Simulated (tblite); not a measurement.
**Run report: C₄H₂F₄, geometry relaxation**

System: C₄H₂F₄.
Method: GFN2-xTB geometry optimisation, gas phase (tblite 0.8.0).

It belongs to a series of runs on one base structure; here: H on C replaced by CH2F.

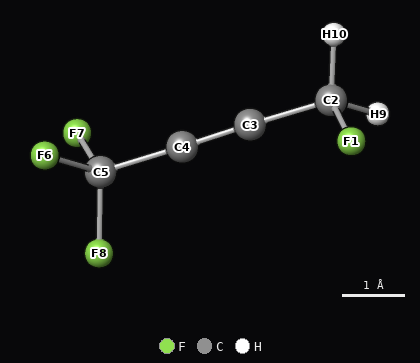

Figure 1. The structure as given in the input (ball-and-stick view, seen at a tilt; atoms are numbered from 1 in the order of the input). Bond lengths as drawn: C–C 1.21 to 1.46 Å, C–F 1.34 to 1.36 Å and C–H 1.10 Å.

### Input
```
{"job": {"kind": "relax", "xc": "GFN2-xTB", "basis": "xTB"}, "charge": 0, "multiplicity": 1}
F      2.610800     0.456200    -0.663400
C      2.057900     0.093700     0.519600
C      0.621000     0.014300     0.374800
C     -0.582600    -0.030600     0.223400
C     -2.027800    -0.105700     0.063400
F     -2.362100    -1.007800    -0.896000
F     -2.630600    -0.465900     1.205200
F     -2.517300     1.101700    -0.310000
H      2.356800     0.829300     1.278000
H      2.482800    -0.880500     0.811200
```

The first line tells a small driver script what to run in tblite; the rest is the geometry in Å.

Launched with:
```bash
OMP_NUM_THREADS=1 python <driver script> task.json out
```

### The program's output
```
step      E/eV     max force
  0    -773.91740    1.666
  1    -773.87818    4.495
  2    -773.95340    0.223
  3    -773.95800    0.164
  4    -773.96266    0.092
  5    -773.96347    0.072
  6    -773.96420    0.044
  7    -773.96433    0.035
  8    -773.96442    0.019
  9    -773.96446    0.016
 10    -773.96448    0.012
 11    -773.96449    0.011
 12    -773.96451    0.011
 13    -773.96453    0.017
 14    -773.96457    0.024
 15    -773.96462    0.025
 16    -773.96467    0.020
 17    -773.96471    0.015
 18    -773.96473    0.016
 19    -773.96476    0.019
 20    -773.96480    0.020
 21    -773.96483    0.013
 22    -773.96484    0.006
```

### Trajectory as extended XYZ (Å, eV, eV/Å), 23 frames, from step=0 to step=22
```
10
Properties=species:S:1:pos:R:3:forces:R:3 step=0 energy=-773.91740
F     2.6108    0.4562   -0.6634    0.3480   0.1370  -0.3660
C     2.0579    0.0937    0.5196   -0.0430  -0.2390   0.3290
C     0.6210    0.0143    0.3748   -1.6100  -0.0820   0.0720
C    -0.5826   -0.0306    0.2234    1.6500  -0.0160   0.2290
C    -2.0278   -0.1057    0.0634    0.1850   0.1170  -0.4050
F    -2.3621   -1.0078   -0.8960   -0.0760   0.4970   0.5190
F    -2.6306   -0.4659    1.2052   -0.0760   0.0620  -0.3100
F    -2.5173    1.1017   -0.3100   -0.0890  -0.6030   0.1330
H     2.3568    0.8293    1.2780   -0.1560   0.1380  -0.0600
H     2.4828   -0.8805    0.8112   -0.1330  -0.0110  -0.1400
10
Properties=species:S:1:pos:R:3:forces:R:3 step=1 energy=-773.87818
F     2.6158    0.4581   -0.6686    0.0910   0.0040   0.0180
C     2.0573    0.0902    0.5243   -0.4380  -0.0360  -0.0750
C     0.5980    0.0131    0.3758    4.4270   0.1620   0.7610
C    -0.5590   -0.0308    0.2266   -4.2790  -0.2340  -0.5350
C    -2.0252   -0.1040    0.0576    0.5790   0.0790  -0.0570
F    -2.3632   -1.0007   -0.8886   -0.0420   0.2900   0.2870
F    -2.6317   -0.4651    1.2008    0.0280   0.0650  -0.2740
F    -2.5185    1.0931   -0.3081   -0.0630  -0.3480   0.0610
H     2.3546    0.8312    1.2771   -0.1800   0.1040  -0.0720
H     2.4810   -0.8806    0.8092   -0.1230  -0.0860  -0.1140
10
Properties=species:S:1:pos:R:3:forces:R:3 step=2 energy=-773.95340
F     2.6174    0.4586   -0.6698    0.0880  -0.0100   0.0590
C     2.0550    0.0892    0.5251    0.0020   0.0370  -0.0830
C     0.6142    0.0136    0.3798    0.0570  -0.0190   0.2080
C    -0.5744   -0.0320    0.2248    0.0980  -0.0500   0.0150
C    -2.0217   -0.1032    0.0559    0.2180   0.0390   0.0130
F    -2.3637   -0.9975   -0.8853   -0.0940   0.1520   0.1330
F    -2.6318   -0.4645    1.1983   -0.0110   0.0420  -0.1900
F    -2.5192    1.0893   -0.3073   -0.1270  -0.1780   0.0070
H     2.3531    0.8322    1.2766   -0.1470   0.0900  -0.0660
H     2.4799   -0.8811    0.8081   -0.0830  -0.1010  -0.0960
10
Properties=species:S:1:pos:R:3:forces:R:3 step=3 energy=-773.95800
F     2.6193    0.4587   -0.6694    0.0700  -0.0100   0.0500
C     2.0547    0.0894    0.5243    0.0530   0.0170  -0.0450
C     0.6153    0.0133    0.3834   -0.0020  -0.0170   0.1610
C    -0.5731   -0.0329    0.2250    0.1590  -0.0340   0.0190
C    -2.0179   -0.1024    0.0555    0.1120   0.0220   0.0410
F    -2.3652   -0.9945   -0.8825   -0.0740   0.0670   0.0420
F    -2.6321   -0.4638    1.1950   -0.0040   0.0240  -0.1030
F    -2.5212    1.0857   -0.3070   -0.1070  -0.0740  -0.0150
H     2.3507    0.8338    1.2755   -0.1280   0.0750  -0.0620
H     2.4784   -0.8826    0.8064   -0.0790  -0.0700  -0.0890
10
Properties=species:S:1:pos:R:3:forces:R:3 step=4 energy=-773.96266
F     2.6234    0.4586   -0.6680    0.0450  -0.0020   0.0100
C     2.0560    0.0897    0.5228    0.0770  -0.0140   0.0250
C     0.6180    0.0126    0.3920    0.0040  -0.0070   0.0710
C    -0.5685   -0.0349    0.2257    0.0880  -0.0050   0.0060
C    -2.0111   -0.1010    0.0561   -0.0640  -0.0010   0.0170
F    -2.3688   -0.9895   -0.8785   -0.0110  -0.0450  -0.0700
F    -2.6325   -0.4624    1.1889    0.0080  -0.0100   0.0630
F    -2.5263    1.0799   -0.3071   -0.0340   0.0650  -0.0310
H     2.3443    0.8377    1.2725   -0.0680   0.0530  -0.0320
H     2.4744   -0.8861    0.8020   -0.0450  -0.0330  -0.0600
10
Properties=species:S:1:pos:R:3:forces:R:3 step=5 energy=-773.96347
F     2.6249    0.4585   -0.6675    0.0390   0.0000   0.0020
C     2.0573    0.0896    0.5228    0.0490  -0.0120   0.0250
C     0.6191    0.0124    0.3949    0.0050  -0.0050   0.0430
C    -0.5669   -0.0354    0.2258    0.0240   0.0000  -0.0020
C    -2.0107   -0.1007    0.0565   -0.0630  -0.0040  -0.0030
F    -2.3696   -0.9891   -0.8787    0.0070  -0.0370  -0.0560
F    -2.6324   -0.4623    1.1886    0.0140  -0.0100   0.0700
F    -2.5278    1.0797   -0.3076   -0.0090   0.0530  -0.0200
H     2.3420    0.8393    1.2714   -0.0420   0.0480  -0.0160
H     2.4730   -0.8873    0.8002   -0.0230  -0.0330  -0.0430
10
Properties=species:S:1:pos:R:3:forces:R:3 step=6 energy=-773.96420
F     2.6273    0.4584   -0.6670    0.0250  -0.0020   0.0040
C     2.0596    0.0893    0.5232   -0.0060  -0.0030   0.0100
C     0.6204    0.0120    0.3987   -0.0110  -0.0030   0.0030
C    -0.5652   -0.0359    0.2258   -0.0430   0.0050  -0.0090
C    -2.0114   -0.1005    0.0566   -0.0230  -0.0040  -0.0150
F    -2.3703   -0.9894   -0.8800    0.0190  -0.0050  -0.0120
F    -2.6320   -0.4623    1.1898    0.0230  -0.0010   0.0350
F    -2.5294    1.0804   -0.3085    0.0160   0.0080   0.0010
H     2.3388    0.8420    1.2701   -0.0060   0.0320   0.0030
H     2.4711   -0.8894    0.7975    0.0050  -0.0280  -0.0180
10
Properties=species:S:1:pos:R:3:forces:R:3 step=7 energy=-773.96433
F     2.6281    0.4584   -0.6668    0.0160  -0.0040   0.0110
C     2.0599    0.0892    0.5235   -0.0180  -0.0010   0.0050
C     0.6203    0.0119    0.3994   -0.0160  -0.0020  -0.0070
C    -0.5654   -0.0359    0.2257   -0.0340   0.0050  -0.0080
C    -2.0121   -0.1006    0.0564   -0.0030  -0.0030  -0.0070
F    -2.3700   -0.9896   -0.8805    0.0140   0.0040   0.0000
F    -2.6315   -0.4624    1.1907    0.0220   0.0030   0.0130
F    -2.5295    1.0808   -0.3086    0.0130  -0.0050   0.0050
H     2.3381    0.8430    1.2699   -0.0010   0.0200   0.0010
H     2.4709   -0.8903    0.7967    0.0060  -0.0170  -0.0120
10
Properties=species:S:1:pos:R:3:forces:R:3 step=8 energy=-773.96442
F     2.6290    0.4582   -0.6664    0.0060  -0.0060   0.0160
C     2.0598    0.0891    0.5237   -0.0190  -0.0010   0.0020
C     0.6197    0.0118    0.3996   -0.0120  -0.0010  -0.0120
C    -0.5660   -0.0357    0.2255   -0.0080   0.0050  -0.0060
C    -2.0126   -0.1007    0.0562    0.0110  -0.0010   0.0020
F    -2.3696   -0.9897   -0.8809    0.0040   0.0050   0.0060
F    -2.6307   -0.4624    1.1916    0.0170   0.0040  -0.0030
F    -2.5292    1.0810   -0.3087    0.0040  -0.0090   0.0050
H     2.3377    0.8441    1.2697   -0.0030   0.0040  -0.0040
H     2.4709   -0.8911    0.7959    0.0010   0.0000  -0.0070
10
Properties=species:S:1:pos:R:3:forces:R:3 step=9 energy=-773.96446
F     2.6294    0.4581   -0.6660    0.0020  -0.0050   0.0150
C     2.0594    0.0890    0.5239   -0.0120  -0.0010   0.0020
C     0.6193    0.0117    0.3995   -0.0040   0.0000  -0.0120
C    -0.5664   -0.0356    0.2253    0.0050   0.0040  -0.0040
C    -2.0126   -0.1007    0.0562    0.0100   0.0010   0.0040
F    -2.3693   -0.9897   -0.8810   -0.0010   0.0020   0.0050
F    -2.6301   -0.4623    1.1919    0.0110   0.0020  -0.0040
F    -2.5290    1.0810   -0.3086   -0.0010  -0.0050   0.0030
H     2.3375    0.8445    1.2696   -0.0060  -0.0040  -0.0050
H     2.4709   -0.8914    0.7955   -0.0040   0.0060  -0.0040
10
Properties=species:S:1:pos:R:3:forces:R:3 step=10 energy=-773.96448
F     2.6298    0.4579   -0.6654    0.0010  -0.0020   0.0080
C     2.0589    0.0889    0.5241   -0.0020  -0.0010   0.0010
C     0.6190    0.0117    0.3992    0.0040   0.0010  -0.0100
C    -0.5667   -0.0354    0.2250    0.0110   0.0040  -0.0040
C    -2.0125   -0.1007    0.0562    0.0050   0.0020   0.0020
F    -2.3692   -0.9896   -0.8809   -0.0030  -0.0020   0.0030
F    -2.6295   -0.4622    1.1920    0.0070  -0.0010   0.0000
F    -2.5289    1.0808   -0.3084   -0.0050   0.0000   0.0020
H     2.3372    0.8448    1.2694   -0.0080  -0.0070  -0.0030
H     2.4707   -0.8915    0.7951   -0.0070   0.0070   0.0010
10
Properties=species:S:1:pos:R:3:forces:R:3 step=11 energy=-773.96449
F     2.6301    0.4577   -0.6649    0.0020   0.0000   0.0010
C     2.0586    0.0889    0.5242    0.0050  -0.0010  -0.0010
C     0.6189    0.0116    0.3988    0.0070   0.0010  -0.0080
C    -0.5667   -0.0352    0.2248    0.0080   0.0030  -0.0050
C    -2.0123   -0.1007    0.0562    0.0000   0.0020   0.0000
F    -2.3691   -0.9896   -0.8808   -0.0040  -0.0030   0.0020
F    -2.6290   -0.4622    1.1921    0.0040  -0.0020   0.0040
F    -2.5289    1.0807   -0.3083   -0.0060   0.0030   0.0010
H     2.3368    0.8448    1.2693   -0.0090  -0.0060   0.0020
H     2.4705   -0.8915    0.7949   -0.0070   0.0040   0.0050
10
Properties=species:S:1:pos:R:3:forces:R:3 step=12 energy=-773.96451
F     2.6304    0.4576   -0.6644    0.0050   0.0030  -0.0070
C     2.0583    0.0888    0.5243    0.0080   0.0000  -0.0030
C     0.6190    0.0116    0.3983    0.0070   0.0010  -0.0060
C    -0.5666   -0.0350    0.2244    0.0020   0.0030  -0.0060
C    -2.0121   -0.1007    0.0562   -0.0040   0.0020  -0.0030
F    -2.3692   -0.9897   -0.8806   -0.0030  -0.0030   0.0020
F    -2.6283   -0.4622    1.1923    0.0030  -0.0030   0.0060
F    -2.5291    1.0807   -0.3082   -0.0060   0.0030   0.0010
H     2.3363    0.8448    1.2692   -0.0070  -0.0030   0.0070
H     2.4702   -0.8914    0.7948   -0.0050  -0.0030   0.0090
10
Properties=species:S:1:pos:R:3:forces:R:3 step=13 energy=-773.96453
F     2.6309    0.4575   -0.6639    0.0090   0.0050  -0.0130
C     2.0581    0.0887    0.5243    0.0100   0.0010  -0.0060
C     0.6191    0.0116    0.3974    0.0040   0.0010  -0.0040
C    -0.5664   -0.0346    0.2238   -0.0050   0.0020  -0.0080
C    -2.0119   -0.1005    0.0562   -0.0060   0.0010  -0.0040
F    -2.3693   -0.9898   -0.8804   -0.0030  -0.0020   0.0020
F    -2.6274   -0.4622    1.1927    0.0030  -0.0020   0.0060
F    -2.5294    1.0806   -0.3080   -0.0050   0.0020   0.0010
H     2.3354    0.8446    1.2692   -0.0040   0.0010   0.0130
H     2.4696   -0.8913    0.7948   -0.0020  -0.0090   0.0120
10
Properties=species:S:1:pos:R:3:forces:R:3 step=14 energy=-773.96457
F     2.6321    0.4573   -0.6631    0.0140   0.0070  -0.0180
C     2.0580    0.0886    0.5242    0.0100   0.0020  -0.0090
C     0.6195    0.0117    0.3957   -0.0020   0.0010  -0.0010
C    -0.5660   -0.0338    0.2226   -0.0140   0.0020  -0.0090
C    -2.0116   -0.1003    0.0562   -0.0070   0.0000  -0.0040
F    -2.3695   -0.9900   -0.8799   -0.0030   0.0010   0.0030
F    -2.6256   -0.4624    1.1934    0.0020   0.0000   0.0040
F    -2.5302    1.0806   -0.3076   -0.0050  -0.0020   0.0020
H     2.3338    0.8444    1.2695    0.0010   0.0060   0.0170
H     2.4686   -0.8914    0.7952    0.0040  -0.0160   0.0150
10
Properties=species:S:1:pos:R:3:forces:R:3 step=15 energy=-773.96462
F     2.6341    0.4572   -0.6622    0.0180   0.0080  -0.0160
C     2.0579    0.0885    0.5240    0.0060   0.0030  -0.0090
C     0.6199    0.0117    0.3930   -0.0070   0.0020   0.0020
C    -0.5657   -0.0326    0.2204   -0.0180   0.0010  -0.0100
C    -2.0114   -0.1000    0.0561   -0.0080  -0.0020  -0.0030
F    -2.3700   -0.9904   -0.8790   -0.0050   0.0040   0.0020
F    -2.6228   -0.4626    1.1946    0.0010   0.0020   0.0010
F    -2.5314    1.0806   -0.3069   -0.0050  -0.0070   0.0030
H     2.3313    0.8440    1.2702    0.0070   0.0080   0.0170
H     2.4670   -0.8917    0.7960    0.0100  -0.0180   0.0140
10
Properties=species:S:1:pos:R:3:forces:R:3 step=16 energy=-773.96467
F     2.6365    0.4572   -0.6615    0.0180   0.0050  -0.0060
C     2.0580    0.0884    0.5236    0.0020   0.0010  -0.0060
C     0.6202    0.0118    0.3902   -0.0090   0.0030   0.0040
C    -0.5655   -0.0313    0.2180   -0.0140   0.0000  -0.0090
C    -2.0112   -0.0996    0.0559   -0.0060  -0.0030  -0.0010
F    -2.3707   -0.9908   -0.8781   -0.0080   0.0050   0.0000
F    -2.6199   -0.4628    1.1959   -0.0010   0.0040  -0.0010
F    -2.5329    1.0804   -0.3062   -0.0070  -0.0090   0.0020
H     2.3288    0.8437    1.2713    0.0120   0.0050   0.0080
H     2.4655   -0.8923    0.7971    0.0130  -0.0110   0.0080
10
Properties=species:S:1:pos:R:3:forces:R:3 step=17 energy=-773.96471
F     2.6383    0.4573   -0.6612    0.0140   0.0010   0.0060
C     2.0582    0.0883    0.5233   -0.0010   0.0000  -0.0010
C     0.6202    0.0120    0.3886   -0.0060   0.0030   0.0030
C    -0.5655   -0.0306    0.2164   -0.0050   0.0000  -0.0070
C    -2.0113   -0.0995    0.0558   -0.0040  -0.0030   0.0000
F    -2.3712   -0.9910   -0.8776   -0.0100   0.0030  -0.0020
F    -2.6182   -0.4628    1.1967   -0.0030   0.0040  -0.0010
F    -2.5339    1.0802   -0.3057   -0.0090  -0.0070   0.0010
H     2.3276    0.8436    1.2721    0.0130   0.0000  -0.0010
H     2.4649   -0.8928    0.7979    0.0110   0.0000   0.0010
10
Properties=species:S:1:pos:R:3:forces:R:3 step=18 energy=-773.96473
F     2.6395    0.4574   -0.6610    0.0090  -0.0030   0.0130
C     2.0583    0.0883    0.5231   -0.0020  -0.0010   0.0040
C     0.6201    0.0121    0.3878   -0.0010   0.0040   0.0010
C    -0.5656   -0.0302    0.2154    0.0040  -0.0010  -0.0050
C    -2.0115   -0.0995    0.0557   -0.0030  -0.0020   0.0000
F    -2.3718   -0.9910   -0.8774   -0.0120   0.0010  -0.0030
F    -2.6175   -0.4628    1.1971   -0.0040   0.0020   0.0010
F    -2.5347    1.0800   -0.3054   -0.0100  -0.0030   0.0000
H     2.3272    0.8435    1.2725    0.0110  -0.0050  -0.0080
H     2.4648   -0.8931    0.7985    0.0070   0.0090  -0.0040
10
Properties=species:S:1:pos:R:3:forces:R:3 step=19 energy=-773.96476
F     2.6411    0.4574   -0.6605    0.0020  -0.0050   0.0180
C     2.0584    0.0882    0.5229   -0.0010  -0.0020   0.0080
C     0.6200    0.0124    0.3870    0.0040   0.0030  -0.0010
C    -0.5658   -0.0298    0.2141    0.0110  -0.0020  -0.0020
C    -2.0118   -0.0995    0.0556   -0.0020   0.0000  -0.0010
F    -2.3726   -0.9910   -0.8772   -0.0110  -0.0020  -0.0030
F    -2.6167   -0.4627    1.1976   -0.0040  -0.0010   0.0020
F    -2.5357    1.0796   -0.3051   -0.0100   0.0010  -0.0010
H     2.3271    0.8433    1.2728    0.0080  -0.0080  -0.0120
H     2.4650   -0.8932    0.7990    0.0020   0.0150  -0.0080
10
Properties=species:S:1:pos:R:3:forces:R:3 step=20 energy=-773.96480
F     2.6436    0.4574   -0.6595   -0.0040  -0.0070   0.0180
C     2.0585    0.0881    0.5228    0.0000  -0.0010   0.0100
C     0.6199    0.0128    0.3857    0.0080   0.0020  -0.0040
C    -0.5659   -0.0291    0.2122    0.0140  -0.0030   0.0010
C    -2.0122   -0.0996    0.0555   -0.0010   0.0020  -0.0020
F    -2.3741   -0.9911   -0.8769   -0.0090  -0.0050  -0.0010
F    -2.6155   -0.4626    1.1983   -0.0020  -0.0030   0.0020
F    -2.5375    1.0791   -0.3047   -0.0080   0.0060  -0.0020
H     2.3270    0.8429    1.2731    0.0050  -0.0070  -0.0120
H     2.4651   -0.8933    0.7996   -0.0030   0.0160  -0.0100
10
Properties=species:S:1:pos:R:3:forces:R:3 step=21 energy=-773.96483
F     2.6461    0.4573   -0.6581   -0.0060  -0.0060   0.0100
C     2.0585    0.0880    0.5229    0.0010   0.0010   0.0080
C     0.6200    0.0132    0.3841    0.0070   0.0010  -0.0040
C    -0.5658   -0.0285    0.2102    0.0090  -0.0030   0.0020
C    -2.0125   -0.0995    0.0553    0.0000   0.0030  -0.0030
F    -2.3756   -0.9912   -0.8765   -0.0060  -0.0050   0.0020
F    -2.6141   -0.4625    1.1992    0.0010  -0.0050   0.0000
F    -2.5394    1.0787   -0.3042   -0.0040   0.0070  -0.0020
H     2.3267    0.8425    1.2733    0.0030  -0.0020  -0.0050
H     2.4650   -0.8932    0.8000   -0.0060   0.0090  -0.0080
10
Properties=species:S:1:pos:R:3:forces:R:3 step=22 energy=-773.96484
F     2.6472    0.4571   -0.6572   -0.0040  -0.0030   0.0020
C     2.0585    0.0879    0.5230    0.0010   0.0020   0.0040
C     0.6202    0.0134    0.3832    0.0030   0.0010  -0.0030
C    -0.5656   -0.0281    0.2091    0.0020  -0.0030   0.0010
C    -2.0126   -0.0994    0.0551    0.0000   0.0020  -0.0030
F    -2.3765   -0.9914   -0.8762   -0.0040  -0.0030   0.0030
F    -2.6131   -0.4626    1.1996    0.0030  -0.0040  -0.0020
F    -2.5403    1.0786   -0.3039    0.0000   0.0040  -0.0010
H     2.3263    0.8423    1.2734    0.0030   0.0020   0.0020
H     2.4647   -0.8930    0.8001   -0.0040   0.0010  -0.0040
```

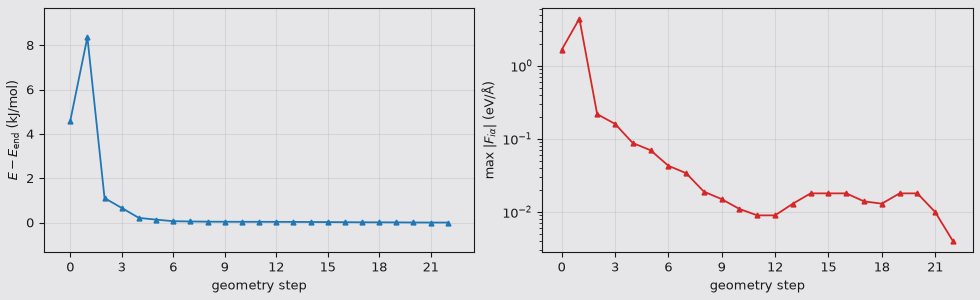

Figure 2. Progress of the relaxation, step by step (steps are counted from 0).

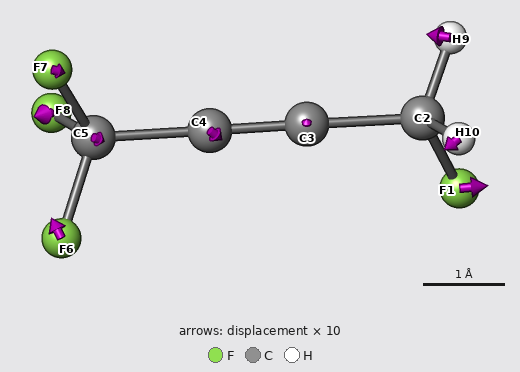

Figure 3. The starting structure with the displacements as pink arrows, magnified 10 times (ball-and-stick view, seen at a tilt). The two geometries are laid on each other by the best rigid fit. The atom that moves furthest after the best rigid fit is F1 (0.037 Å). By element the largest moves are F 0.037 Å, H 0.033 Å, C 0.022 Å. Among the contacts that change: C5–F6 1.359 → 1.340 Å, C3–C4 1.214 → 1.199 Å, F1–C2 1.355 → 1.370 Å, C2–H10 1.102 → 1.097 Å. Among the angles that change: H9–C2–H10 107.7° → 110.6°, C4–C5–F8 110.0° → 112.1°. Over 22 geometry steps the energy falls by 4.58 kJ/mol. Largest force component: 1.6 eV/Å at the start, 0.004 eV/Å at the end. (Atoms are counted from 1 in the order of the input.)

### Key numbers

```json
{"quantity": "outcome", "value": "converged"}
{"quantity": "total energy", "value": "−773.9648 eV"}
{"quantity": "hardware", "value": "1 CPU thread, shared host"}
{"quantity": "peak memory", "value": "0.18 GiB"}
```
